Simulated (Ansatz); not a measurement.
The relaxed structure here is a generated cell of BN: the first start was made by placing the elements on the sites of a structure type, and the end was not matched to a known phase here, so it may be hypothetical. Known forms of BN include space group No. 186, 194, 216.

The end point of a relaxation of BN. Calculation: PBE (plane waves to 420 eV, PAW, scalar-relativistic; Ansatz, an electronic-structure program).

P6₂22 (No. 180), hP6; a = 2.6098 Å, b = 2.6098 Å, c = 5.8293 Å, α = 90.00°, β = 90.00°, γ = 120.00°.

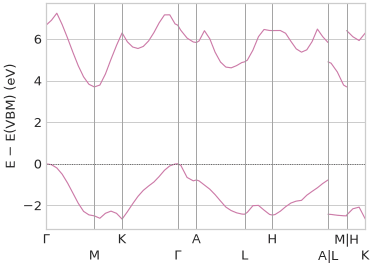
Figure. Highest filled and lowest empty band along the path of this cell's Brillouin zone

### Question
Read off the gap and say whether it is direct.

### Answer
3.70 eV, indirect (valence top at Γ, conduction bottom at M) (no spin-orbit coupling).

### Question
How far does the top valence band disperse along this path?

### Answer
About 2.7 eV.

No spin polarisation in the result.

The run could not lose the symmetry of its start; a randomly shaken copy of 12 atoms returns to this structure.
